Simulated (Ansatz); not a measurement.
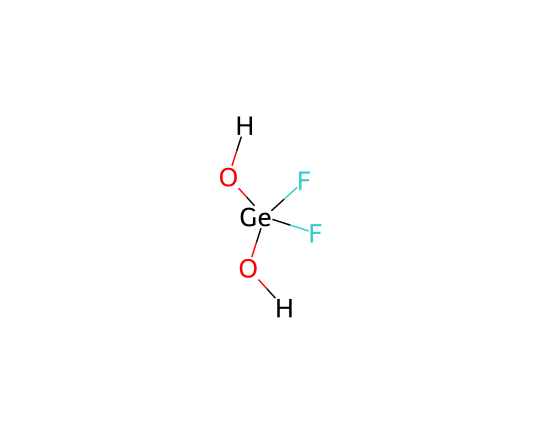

A structural formula.

> Transcribe the drawing into SMILES.

[OH][Ge]([OH])([F])[F]

> What is the molecular formula?

F2GeH2O2.

> An optimisation with PBE0-D4/def2-TZVP gave a structure of which point group?

C2.

More results for the same structure follow; atom numbers are the same in all pictures, views and colours differ. The computed structure is the end point of a PBE0-D4/def2-TZVP optimisation.

**Shape**

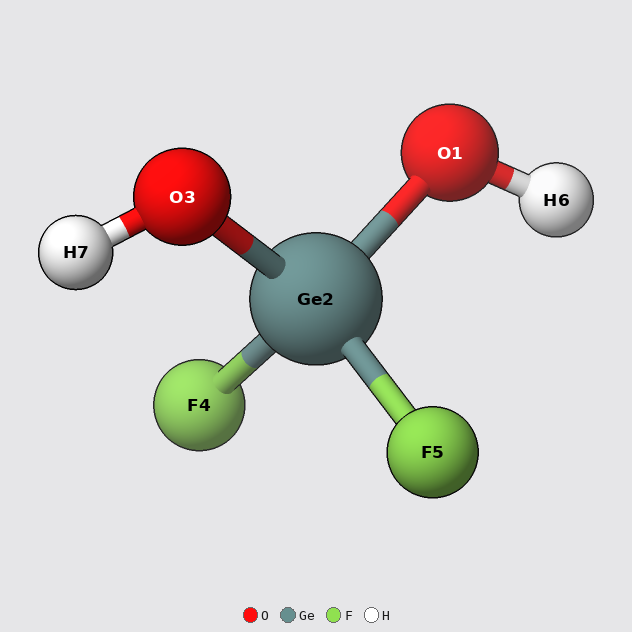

Atoms carry their numbers in the input.

> How are the neighbours of atom 2 arranged?

Ge2 has 4 neighbours (O1 at 1.73, O3 at 1.73, F4 at 1.72, F5 at 1.72 Å); the arrangement is tetrahedral.

> Describe the coordination of atom 1.

O1 has 2 neighbours (Ge2 at 1.73, H6 at 0.96 Å); the arrangement is bent.

**Charges**

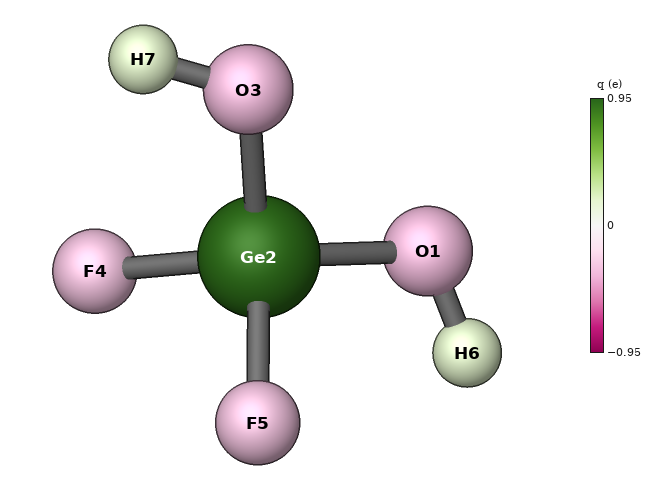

Atoms are coloured by their Mulliken charges. Properties computed with RKS PBE-D4/def2-TZVPP (Ansatz 0.2.0).

Give the Mulliken charges atom by atom.

| atom | value (e) |
| --- | --- |
| O1 | −0.34 |
| Ge2 | 0.91 |
| O3 | −0.34 |
| F4 | −0.31 |
| F5 | −0.31 |
| H6 | 0.20 |
| H7 | 0.20 |

**Vibrations**

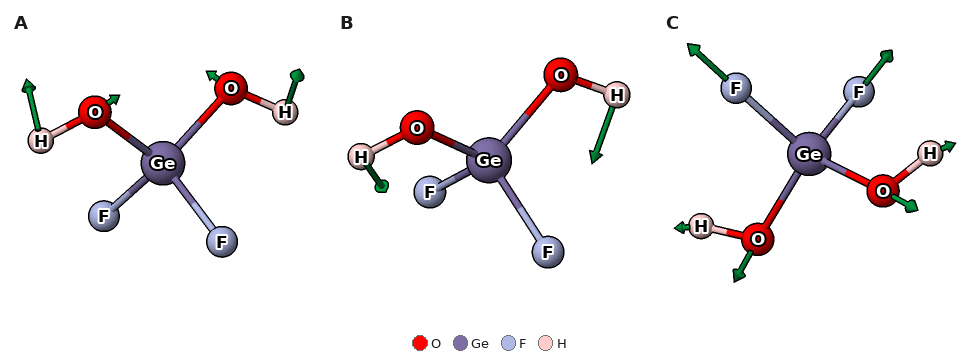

3 normal modes of one molecule or complex, as arrows. Harmonic vibrations computed with RKS PBE0-D4/def2-TZVP (Ansatz 0.2.0) at a stationary point of the same level.

> Match the panels to the wavenumbers 257 cm⁻¹, 712 cm⁻¹, 952 cm⁻¹.

A: 257 cm⁻¹
B: 952 cm⁻¹, Ge–O–H bending
C: 712 cm⁻¹, in-phase stretching of 2 Ge–F bonds

**Levels of theory compared**

Program: Ansatz 0.2.0.

Tabulate dipole (D), HOMO–LUMO gap (eV) at these levels: B3LYP-D4/def2-TZVPP; PBE-D4/def2-TZVPP; r2SCAN-D4/def2-TZVPP; ωB97M-V/def2-TZVPP.

```
               level  dipole (D)  HOMO–LUMO gap (eV)
 B3LYP-D4/def2-TZVPP        0.02                8.68
   PBE-D4/def2-TZVPP        0.05                6.46
r2SCAN-D4/def2-TZVPP        0.03                7.35
  ωB97M-V/def2-TZVPP        0.01               13.77
```

Mulliken values depend strongly on the basis set and can even reverse the polarity of a bond.
